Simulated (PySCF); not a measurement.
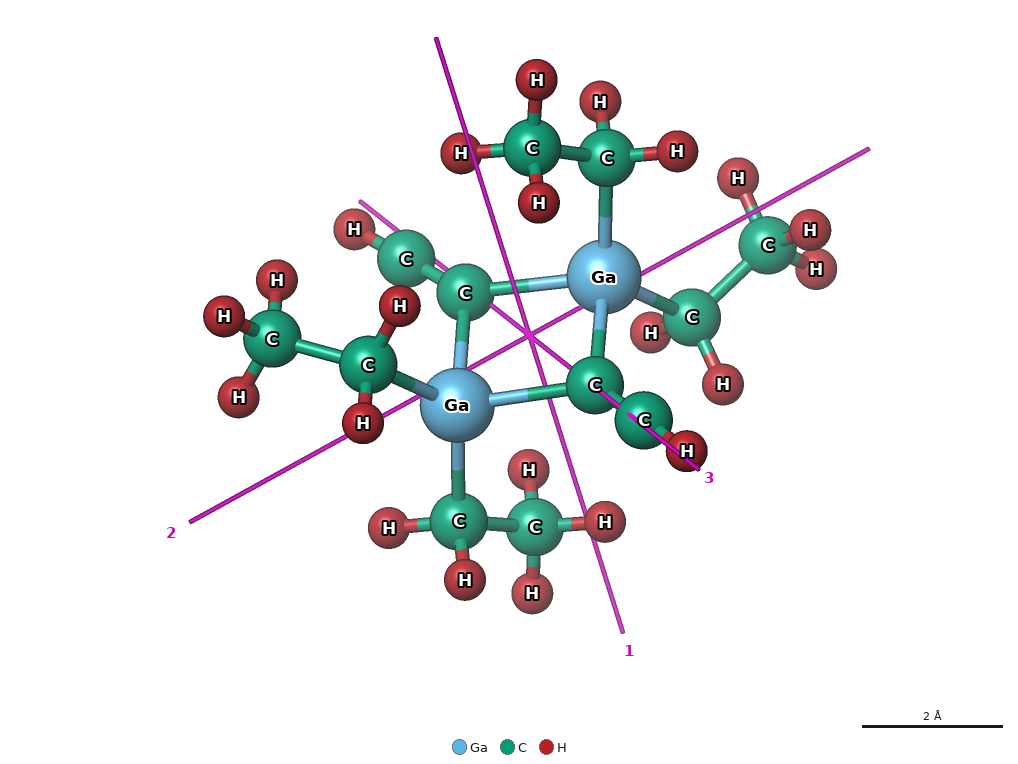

The three principal axes of inertia are drawn and numbered. Depth is shown by fading: the farther an atom, the more it takes the colour of the background. Computed geometry: PBE0-D3(BJ)/def2-SVP optimisation. No frequency run is at hand to confirm it as a minimum. Masses are those of the most abundant isotopes; constants are for the rigid equilibrium geometry.

Which line is the a axis (least moment of inertia), which b and which c?

a is line 2, b is line 1, c is line 3; the moments are 867, 1341, 1601 u Å².

What kind of rotor is it, and what are its rotational constants in MHz?

An asymmetric top (C1): A = 583, B = 377, C = 316 MHz. Ray's parameter κ is −0.54, nearer the prolate limit.
